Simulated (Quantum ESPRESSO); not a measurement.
# Projected density of states of magnetic YCrO4, part 2 of 2

Wanted: the exchange-split electronic structure of YCrO4.

Quantum ESPRESSO 7.5; LDA; plane waves with GBRV 1.5 LDA potentials, no spin-orbit coupling.

So far: Set-up; Ground-state run.

**3. Projected density of states**

Level of this step: LDA; plane waves with GBRV 1.5 LDA potentials, no spin-orbit coupling, projections on orthogonalised atomic orbitals (Quantum ESPRESSO).

projwfc.in

```
&PROJWFC
  prefix = 'pwscf'
  outdir = './tmp'
  filpdos = 'pdos'
  ngauss = 0
  degauss = 0.01
  DeltaE = 0.05
  Emin = -0.14
  Emax = 13.86
/
```

Command:

```console
> OMP_NUM_THREADS=1 mpirun -n 4 projwfc.x -nk 4 -in projwfc.in > projwfc.out
```

The program printed:

```text
[banner, memory and clock lines left out]
Program PROJWFC v.7.5 starts

     [... lines left out ...]
     IMPORTANT: XC functional enforced from input :
     Exchange-correlation= PZ
                           (   1   1   0   0   0   0   0)
     Any further DFT definition will be discarded
     Please, verify this is what you really want

     G-vector sticks info

     Check: negative core charge=   -0.000005

     negative rho (up, down):  6.072E-04 2.205E-03

     Gaussian broadening (read from input): ngauss,degauss=   0    0.010000

     Calling projwave ....

  Problem Sizes
  natomwfc =           78
  nbnd     =           71
  nkstot   =           26
  npwx     =         4583
  nkb      =          176

     Atomic states used for projection
     (read from pseudopotential files):

     state #   1: atom   1 (Y  ), wfc  1 (l=0 m= 1)
     state #   2: atom   1 (Y  ), wfc  2 (l=1 m= 1)
     state #   3: atom   1 (Y  ), wfc  2 (l=1 m= 2)
     state #   4: atom   1 (Y  ), wfc  2 (l=1 m= 3)
     state #   5: atom   1 (Y  ), wfc  3 (l=2 m= 1)
     state #   6: atom   1 (Y  ), wfc  3 (l=2 m= 2)
     state #   7: atom   1 (Y  ), wfc  3 (l=2 m= 3)
     state #   8: atom   1 (Y  ), wfc  3 (l=2 m= 4)
     state #   9: atom   1 (Y  ), wfc  3 (l=2 m= 5)
     state #  10: atom   1 (Y  ), wfc  4 (l=0 m= 1)
     state #  11: atom   1 (Y  ), wfc  5 (l=1 m= 1)
     state #  12: atom   1 (Y  ), wfc  5 (l=1 m= 2)
     state #  13: atom   1 (Y  ), wfc  5 (l=1 m= 3)
     state #  14: atom   2 (Y  ), wfc  1 (l=0 m= 1)
     state #  15: atom   2 (Y  ), wfc  2 (l=1 m= 1)
     state #  16: atom   2 (Y  ), wfc  2 (l=1 m= 2)
     state #  17: atom   2 (Y  ), wfc  2 (l=1 m= 3)
     state #  18: atom   2 (Y  ), wfc  3 (l=2 m= 1)
     state #  19: atom   2 (Y  ), wfc  3 (l=2 m= 2)
     state #  20: atom   2 (Y  ), wfc  3 (l=2 m= 3)
     state #  21: atom   2 (Y  ), wfc  3 (l=2 m= 4)
     state #  22: atom   2 (Y  ), wfc  3 (l=2 m= 5)
     state #  23: atom   2 (Y  ), wfc  4 (l=0 m= 1)
     state #  24: atom   2 (Y  ), wfc  5 (l=1 m= 1)
     state #  25: atom   2 (Y  ), wfc  5 (l=1 m= 2)
     state #  26: atom   2 (Y  ), wfc  5 (l=1 m= 3)
     state #  27: atom   3 (Cr ), wfc  1 (l=0 m= 1)
     state #  28: atom   3 (Cr ), wfc  2 (l=1 m= 1)
     state #  29: atom   3 (Cr ), wfc  2 (l=1 m= 2)
     state #  30: atom   3 (Cr ), wfc  2 (l=1 m= 3)
     state #  31: atom   3 (Cr ), wfc  3 (l=0 m= 1)
     state #  32: atom   3 (Cr ), wfc  4 (l=2 m= 1)
     state #  33: atom   3 (Cr ), wfc  4 (l=2 m= 2)
     state #  34: atom   3 (Cr ), wfc  4 (l=2 m= 3)
     state #  35: atom   3 (Cr ), wfc  4 (l=2 m= 4)
     state #  36: atom   3 (Cr ), wfc  4 (l=2 m= 5)
     state #  37: atom   4 (Cr ), wfc  1 (l=0 m= 1)
     state #  38: atom   4 (Cr ), wfc  2 (l=1 m= 1)
     state #  39: atom   4 (Cr ), wfc  2 (l=1 m= 2)
     state #  40: atom   4 (Cr ), wfc  2 (l=1 m= 3)
     state #  41: atom   4 (Cr ), wfc  3 (l=0 m= 1)
     state #  42: atom   4 (Cr ), wfc  4 (l=2 m= 1)
     state #  43: atom   4 (Cr ), wfc  4 (l=2 m= 2)
     state #  44: atom   4 (Cr ), wfc  4 (l=2 m= 3)
     state #  45: atom   4 (Cr ), wfc  4 (l=2 m= 4)
     state #  46: atom   4 (Cr ), wfc  4 (l=2 m= 5)
     state #  47: atom   5 (O  ), wfc  1 (l=0 m= 1)
     state #  48: atom   5 (O  ), wfc  2 (l=1 m= 1)
     state #  49: atom   5 (O  ), wfc  2 (l=1 m= 2)
     state #  50: atom   5 (O  ), wfc  2 (l=1 m= 3)
     state #  51: atom   6 (O  ), wfc  1 (l=0 m= 1)
     state #  52: atom   6 (O  ), wfc  2 (l=1 m= 1)
     state #  53: atom   6 (O  ), wfc  2 (l=1 m= 2)
     state #  54: atom   6 (O  ), wfc  2 (l=1 m= 3)
     state #  55: atom   7 (O  ), wfc  1 (l=0 m= 1)
     state #  56: atom   7 (O  ), wfc  2 (l=1 m= 1)
     state #  57: atom   7 (O  ), wfc  2 (l=1 m= 2)
     state #  58: atom   7 (O  ), wfc  2 (l=1 m= 3)
     state #  59: atom   8 (O  ), wfc  1 (l=0 m= 1)
     state #  60: atom   8 (O  ), wfc  2 (l=1 m= 1)
     state #  61: atom   8 (O  ), wfc  2 (l=1 m= 2)
     state #  62: atom   8 (O  ), wfc  2 (l=1 m= 3)
     state #  63: atom   9 (O  ), wfc  1 (l=0 m= 1)
     state #  64: atom   9 (O  ), wfc  2 (l=1 m= 1)
     state #  65: atom   9 (O  ), wfc  2 (l=1 m= 2)
     state #  66: atom   9 (O  ), wfc  2 (l=1 m= 3)
     state #  67: atom  10 (O  ), wfc  1 (l=0 m= 1)
     state #  68: atom  10 (O  ), wfc  2 (l=1 m= 1)
     state #  69: atom  10 (O  ), wfc  2 (l=1 m= 2)
     state #  70: atom  10 (O  ), wfc  2 (l=1 m= 3)
     state #  71: atom  11 (O  ), wfc  1 (l=0 m= 1)
     state #  72: atom  11 (O  ), wfc  2 (l=1 m= 1)
     state #  73: atom  11 (O  ), wfc  2 (l=1 m= 2)
     state #  74: atom  11 (O  ), wfc  2 (l=1 m= 3)
     state #  75: atom  12 (O  ), wfc  1 (l=0 m= 1)
     state #  76: atom  12 (O  ), wfc  2 (l=1 m= 1)
     state #  77: atom  12 (O  ), wfc  2 (l=1 m= 2)
     state #  78: atom  12 (O  ), wfc  2 (l=1 m= 3)

 [... projections of the bands left out ...]

Lowdin Charges:

     Atom #   1: total charge =  10.5877, s =  2.2575, p =  6.7911, d =  1.5390,
                 spin up      =   5.3220, s =  1.1327,
                 spin up      =   5.3220, p =  3.3991, pz=  1.1365, px=  1.1313, py=  1.1313,
                 spin up      =   5.3220, d =  0.7903, dz2=  0.1570, dxz=  0.1589, dyz=  0.1589, dx2-y2=  0.1880, dxy=  0.1275,
                 spin down    =   5.2656, s =  1.1248,
                 spin down    =   5.2656, p =  3.3920, pz=  1.1324, px=  1.1298, py=  1.1298,
                 spin down    =   5.2656, d =  0.7488, dz2=  0.1544, dxz=  0.1534, dyz=  0.1534, dx2-y2=  0.1867, dxy=  0.1008,
                 polarization =   0.0564, s =  0.0078, p =  0.0071, d =  0.0415,
     Atom #   2: total charge =  10.5877, s =  2.2575, p =  6.7911, d =  1.5390,
                 spin up      =   5.3220, s =  1.1327,
                 spin up      =   5.3220, p =  3.3991, pz=  1.1365, px=  1.1313, py=  1.1313,
                 spin up      =   5.3220, d =  0.7903, dz2=  0.1570, dxz=  0.1589, dyz=  0.1589, dx2-y2=  0.1880, dxy=  0.1275,
                 spin down    =   5.2656, s =  1.1248,
                 spin down    =   5.2656, p =  3.3920, pz=  1.1324, px=  1.1298, py=  1.1298,
                 spin down    =   5.2656, d =  0.7488, dz2=  0.1544, dxz=  0.1534, dyz=  0.1534, dx2-y2=  0.1867, dxy=  0.1008,
                 polarization =   0.0564, s =  0.0078, p =  0.0071, d =  0.0415,
     Atom #   3: total charge =  12.5394, s =  2.3093, p =  5.9792, d =  4.2508,
                 spin up      =   6.6921, s =  1.1569,
                 spin up      =   6.6921, p =  2.9896, pz=  0.9961, px=  0.9968, py=  0.9968,
                 spin up      =   6.6921, d =  2.5455, dz2=  0.7227, dxz=  0.4047, dyz=  0.4047, dx2-y2=  0.3951, dxy=  0.6184,
                 spin down    =   5.8473, s =  1.1524,
                 spin down    =   5.8473, p =  2.9896, pz=  0.9961, px=  0.9968, py=  0.9968,
                 spin down    =   5.8473, d =  1.7053, dz2=  0.2808, dxz=  0.3715, dyz=  0.3715, dx2-y2=  0.3609, dxy=  0.3205,
                 polarization =   0.8448, s =  0.0045, p =  0.0001, d =  0.8403,
     Atom #   4: total charge =  12.5394, s =  2.3093, p =  5.9792, d =  4.2508,
                 spin up      =   6.6921, s =  1.1569,
                 spin up      =   6.6921, p =  2.9896, pz=  0.9961, px=  0.9968, py=  0.9968,
                 spin up      =   6.6921, d =  2.5455, dz2=  0.7227, dxz=  0.4047, dyz=  0.4047, dx2-y2=  0.3951, dxy=  0.6184,
                 spin down    =   5.8473, s =  1.1524,
                 spin down    =   5.8473, p =  2.9896, pz=  0.9961, px=  0.9968, py=  0.9968,
                 spin down    =   5.8473, d =  1.7053, dz2=  0.2808, dxz=  0.3715, dyz=  0.3715, dx2-y2=  0.3609, dxy=  0.3205,
                 polarization =   0.8448, s =  0.0045, p =  0.0001, d =  0.8403,
     Atom #   5: total charge =   6.4392, s =  1.6789, p =  4.7603, d =  0.0000,
                 spin up      =   3.2271, s =  0.8398,
                 spin up      =   3.2271, p =  2.3873, pz=  0.7816, px=  0.8291, py=  0.7766,
                 spin up      =   3.2271, d =  0.0000, dz2=  0.0000, dxz=  0.0000, dyz=  0.0000, dx2-y2=  0.0000, dxy=  0.0000,
                 spin down    =   3.2120, s =  0.8391,
                 spin down    =   3.2120, p =  2.3730, pz=  0.7773, px=  0.8225, py=  0.7732,
                 spin down    =   3.2120, d =  0.0000, dz2=  0.0000, dxz=  0.0000, dyz=  0.0000, dx2-y2=  0.0000, dxy=  0.0000,
                 polarization =   0.0151, s =  0.0007, p =  0.0144, d =  0.0000,
     Atom #   6: total charge =   6.4392, s =  1.6789, p =  4.7603, d =  0.0000,
                 spin up      =   3.2271, s =  0.8398,
                 spin up      =   3.2271, p =  2.3873, pz=  0.7816, px=  0.7766, py=  0.8291,
                 spin up      =   3.2271, d =  0.0000, dz2=  0.0000, dxz=  0.0000, dyz=  0.0000, dx2-y2=  0.0000, dxy=  0.0000,
                 spin down    =   3.2120, s =  0.8391,
                 spin down    =   3.2120, p =  2.3730, pz=  0.7773, px=  0.7732, py=  0.8225,
                 spin down    =   3.2120, d =  0.0000, dz2=  0.0000, dxz=  0.0000, dyz=  0.0000, dx2-y2=  0.0000, dxy=  0.0000,
                 polarization =   0.0151, s =  0.0007, p =  0.0144, d =  0.0000,
     Atom #   7: total charge =   6.4392, s =  1.6789, p =  4.7603, d =  0.0000,
                 spin up      =   3.2271, s =  0.8398,
                 spin up      =   3.2271, p =  2.3873, pz=  0.7816, px=  0.8291, py=  0.7766,
                 spin up      =   3.2271, d =  0.0000, dz2=  0.0000, dxz=  0.0000, dyz=  0.0000, dx2-y2=  0.0000, dxy=  0.0000,
                 spin down    =   3.2120, s =  0.8391,
                 spin down    =   3.2120, p =  2.3730, pz=  0.7773, px=  0.8225, py=  0.7732,
                 spin down    =   3.2120, d =  0.0000, dz2=  0.0000, dxz=  0.0000, dyz=  0.0000, dx2-y2=  0.0000, dxy=  0.0000,
                 polarization =   0.0151, s =  0.0007, p =  0.0144, d =  0.0000,
     Atom #   8: total charge =   6.4392, s =  1.6789, p =  4.7603, d =  0.0000,
                 spin up      =   3.2271, s =  0.8398,
                 spin up      =   3.2271, p =  2.3873, pz=  0.7816, px=  0.7766, py=  0.8291,
                 spin up      =   3.2271, d =  0.0000, dz2=  0.0000, dxz=  0.0000, dyz=  0.0000, dx2-y2=  0.0000, dxy=  0.0000,
                 spin down    =   3.2120, s =  0.8391,
                 spin down    =   3.2120, p =  2.3730, pz=  0.7773, px=  0.7732, py=  0.8225,
                 spin down    =   3.2120, d =  0.0000, dz2=  0.0000, dxz=  0.0000, dyz=  0.0000, dx2-y2=  0.0000, dxy=  0.0000,
                 polarization =   0.0151, s =  0.0007, p =  0.0144, d =  0.0000,
     Atom #   9: total charge =   6.4392, s =  1.6789, p =  4.7603, d =  0.0000,
                 spin up      =   3.2271, s =  0.8398,
                 spin up      =   3.2271, p =  2.3873, pz=  0.7816, px=  0.8291, py=  0.7766,
                 spin up      =   3.2271, d =  0.0000, dz2=  0.0000, dxz=  0.0000, dyz=  0.0000, dx2-y2=  0.0000, dxy=  0.0000,
                 spin down    =   3.2120, s =  0.8391,
                 spin down    =   3.2120, p =  2.3730, pz=  0.7773, px=  0.8225, py=  0.7732,
                 spin down    =   3.2120, d =  0.0000, dz2=  0.0000, dxz=  0.0000, dyz=  0.0000
```

Wall time 2.2 s (4 MPI ranks of Arm Neoverse V2, shared host); peak memory 0.45 GiB; 8.8 s of CPU time.

The density of states has structure finer than the step of the table below, so its rows give means over 1 eV, whole bins alone (the curve runs from -9.00 to 5.05 eV). Peaks (eV: height): up -6.9: 10.1, -5.3: 7.72, 0.0: 7.99, 4.1: 7.69; down -6.7: 9.78, -5.2: 9.12, 0.8: 10.3, 4.2: 7.46; Y1 p up -6.8: 0.116, -6.3: 0.0777, -4.7: 0.0487, 4.6: 0.092; Y1 p down -6.6: 0.115, -6.1: 0.0934, -4.6: 0.0458, 4.7: 0.094; Cr3 d up -6.9: 1.38, 0.0: 2.52, 1.7: 1.95.

Gaussian broadening of 0.136 eV on the SCF mesh. Density of states against energy, zero at the Fermi level; means over each step; 7 of 8 lines; values in states/eV/cell:

| energy (eV) | up | down | Y1 p up | Y1 p down | Cr3 d up | Cr3 d down | O5 p up |
| --- | --- | --- | --- | --- | --- | --- | --- |
| -8 | 0.00157 | 0 | 0 | 0 | 2.0e-4 | 0 | 1.2e-4 |
| -7 | 5.26 | 4.17 | 0.0520 | 0.0386 | 0.725 | 0.491 | 0.395 |
| -6 | 5.83 | 5.94 | 0.0465 | 0.0613 | 0.745 | 0.667 | 0.475 |
| -5 | 5.02 | 5.79 | 0.0347 | 0.0348 | 0.221 | 0.322 | 0.499 |
| -4 | 5.24 | 5.20 | 0.0225 | 0.0228 | 0.0502 | 0.0507 | 0.595 |
| -3 | 2.64 | 2.90 | 0.00690 | 0.00756 | 0.00862 | 0.00914 | 0.319 |
| -2 | 0 | 0 | 0 | 0 | 0 | 0 | 0 |
| -1 | 0.145 | 2.4e-5 | 4.1e-4 | 0 | 0.0476 | 5.4e-6 | 0.00338 |
| 0 | 3.85 | 0.451 | 0.0166 | 0.00166 | 1.21 | 0.153 | 0.148 |
| 1 | 2.08 | 4.31 | 0.00246 | 0.0143 | 0.590 | 1.43 | 0.0750 |
| 2 | 3.92 | 4.70 | 0.0106 | 0.0133 | 1.05 | 1.31 | 0.163 |
| 3 | 0.0141 | 0.552 | 2.5e-6 | 0.00186 | 2.9e-4 | 0.151 | 6.5e-5 |
| 4 | 3.53 | 3.21 | 0.0370 | 0.0328 | 0.0507 | 0.0689 | 0.0494 |

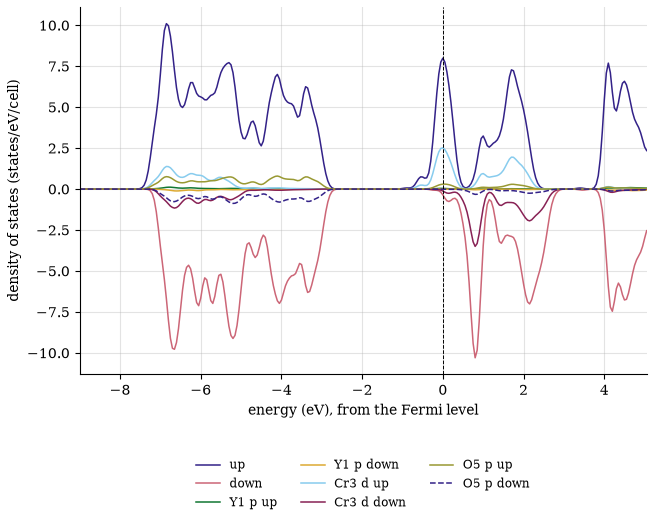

Density of states, plotted against energy. Down spins are drawn negative.

**4. What came out**

```yaml
state: ferromagnetic
largest_moment_in_a_sphere: 0.665 μB
```

What this shows: The most distinct maxima of the density of states (up) lie at -6.85, -5.30, 0.00, 1.70 and 4.10 eV, the highest at -6.85 eV. These are Kohn–Sham states without spin–orbit coupling, on the mesh of the self-consistent run. No Hubbard term acts here. In such compounds local and semilocal functionals without one often delocalise the d electrons, and can shrink or lose moments and miss the size, sign and order of the couplings. The smearing term is large for its width, so states at the Fermi level are partly filled: at this level the cell is a metal or has a gap of a few widths at most.

[Logs and program files are shortened in this print: banners, set-up blocks, solver, clock and traceback lines can be left out without a mark of their own.]

[Logs are printed without paths, hosts, clocks, repeated set-up lines and the standing remarks that a program may print on its own settings, such as how far it seeks lower states.]

[Hosts, paths, dates, database ids (printed as entryN), source tags and the programs' standing remarks are cut or masked in the printed files.]

[Where a cell is said to come from a database of computed structures, the database is the Materials Project.]
